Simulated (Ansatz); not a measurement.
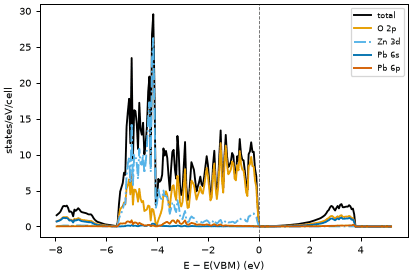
Figure: Total and projected density of states of ZnPbO$_{3}$ in space group R3c (No. 161; Zn on 6a, Pb on 6a, O on 18b), r²SCAN (plane waves, PAW; program Ansatz)

### Question
Which orbitals carry the states next to the gap?

### Answer
Top 1 eV of the valence band: O 2p 84 %, Zn 3d 12 %. Bottom 1 eV of the conduction band: O 2p 51 %, Pb 6s 24 %, O 2s 12 %, Zn 4s 10 %. Projections are on Löwdin-orthogonalised atomic valence shells; empty p or d shells of many metals are not among them.

### Question
Where is the tallest occupied peak in this window, and what makes it?

### Answer
Near -4.1 eV, about 30 states/eV per cell; the largest projected share is Zn 3d.

The workflow started from a Materials Project entry (that database holds measured and hypothetical structures alike); the Crystallography Open Database copy checked does not list it. With Zn and Pb taken as one species the cell has the higher symmetry R-3c, so it may be an ordered model of a mixed-site phase. Whether it is the stable phase at ambient conditions was not checked. Symmetry was held in the r²SCAN relaxation; of distortions, only those at the zone centre were tested. Spin–orbit coupling is left out wherever it is not named.

Potentials: the later of the program's two PAW sets.
